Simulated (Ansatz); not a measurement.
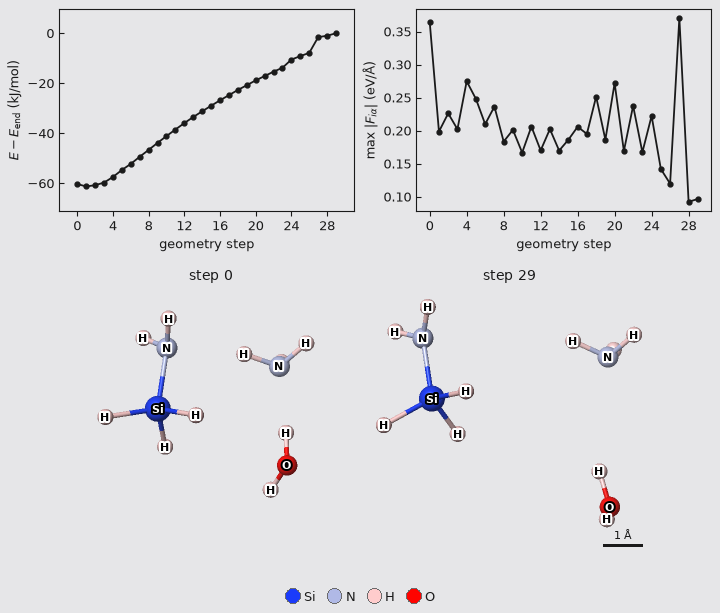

First and last geometry of a saddle-point search of SiN2H10O, with the history of the run. Style: ball-and-stick. Shown at a tilt.

These are results of RKS PBE0-D4/def2-SVP in Ansatz 0.2.0, not measurements.

Input file:
```yaml
crystal:
  periodic: [false, false, false]
  atoms:
    - {symbol: Si, position_ang: [1.485362, 0.904897, 0.643056]}
    - {symbol: N, position_ang: [1.148010, -0.716023, 1.186348]}
    - {symbol: H, position_ang: [1.567998, 0.867475, -0.837414]}
    - {symbol: H, position_ang: [0.382492, 1.769117, 1.116914]}
    - {symbol: H, position_ang: [2.777347, 1.454729, 1.152109]}
    - {symbol: H, position_ang: [-1.570246, 0.576370, -1.191086]}
    - {symbol: O, position_ang: [-1.559378, 1.528101, -1.422443]}
    - {symbol: H, position_ang: [-0.694545, -1.214658, 0.080716]}
    - {symbol: N, position_ang: [-1.514729, -1.196248, -0.524785]}
    - {symbol: H, position_ang: [1.820799, -1.426691, 0.934112]}
    - {symbol: H, position_ang: [0.921050, -0.817846, 2.165893]}
    - {symbol: H, position_ang: [-0.980922, 1.593020, -2.184039]}
    - {symbol: H, position_ang: [-1.449934, -1.972900, -1.170487]}
    - {symbol: H, position_ang: [-2.333205, -1.349341, 0.051206]}
basis:
  gaussian: {orbitals: def2-SVP}
hamiltonian: {xc: pbe0, dispersion: d4}
saddle:
  max_steps: 30
  mode_guess:
    - [-0.1317, 0.0703, -0.1603]
    - [-0.1892, -0.0509, -0.0890]
    - [0.1197, -0.0452, -0.0064]
    - [-0.0465, -0.0211, 0.0193]
    - [-0.0575, -0.0672, 0.0095]
    - [-0.3118, -0.6882, 0.2052]
    - [0.1746, 0.0803, 0.0367]
    - [0.2503, 0.1090, 0.1076]
    - [0.0886, 0.1092, 0.0278]
    - [-0.1312, 0.0023, -0.0787]
    - [-0.0238, 0.0738, -0.0473]
    - [0.1261, 0.1651, 0.0196]
    - [0.0856, 0.1449, -0.0230]
    - [0.0467, 0.1176, -0.0211]
```

Command:
```bash
ansatz run in.yaml --threads 8 --pin off --events-out ev --progress --plain --max-ram 19148MiB
```

Did the run converge, and what did it change?

Answer. The relaxation stopped without meeting its thresholds, so the last structure isn't shown to be converged. The input was poor on purpose: start at a minimum. Over 29 geometry steps the energy rises by 60.3 kJ/mol. Largest force component: 0.36 eV/Å at the start, 0.097 eV/Å at the end. The largest move after the best rigid fit is that of H12, 1.37 Å. Largest moves by element: H 1.37 Å, O 1.28 Å, N 1.17 Å, Si 0.75 Å. Among the contacts that change: H6–O7 0.980 → 0.965 Å, Si1–H4 1.479 → 1.493 Å, Si1–H3 1.483 → 1.496 Å, Si1–H5 1.494 → 1.502 Å. Bond angles that change, for instance: Si1–N2–H10 116.6° → 121.5°, N2–Si1–H3 107.4° → 111.2°, H8–N9–H13 108.3° → 105.1°. Groups turn about Si1–N2 by about 20°. The run took 65 s on 8 threads of Arm Neoverse V1, on a shared host.
